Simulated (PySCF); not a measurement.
SMILES Cc1ccc(C)cc1 at its GFN2-xTB optimised geometry (Å):

```
18

C     -1.5212    -2.4463    -0.0211
C     -0.7467    -1.1630     0.0000
C     -1.4045     0.0613     0.0004
C     -0.6952     1.2470     0.0003
C      0.6945     1.2469    -0.0001
C      1.4566     2.5376    -0.0193
C      1.3512     0.0243     0.0000
C      0.6410    -1.1630     0.0000
H     -2.4184    -2.3667     0.5893
H     -0.9164    -3.2720     0.3460
H     -1.8301    -2.6792    -1.0411
H     -2.4854     0.0837     0.0028
H     -1.2266     2.1885     0.0029
H      2.4854     2.3871     0.2992
H      0.9891     3.2720     0.6337
H      1.4698     2.9489    -1.0294
H      2.4320    -0.0003     0.0024
H      1.1744    -2.1034     0.0024
```

Computed with B3LYP/def2-SVP (PySCF).

Map of the electron localisation function on the plane z = 0.6 Å:

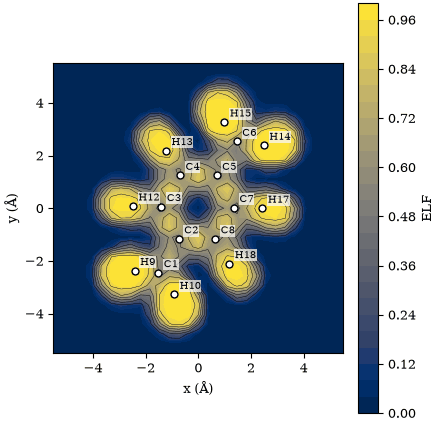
Fig. 1. Electron localisation function on the plane z = 0.6 Å.
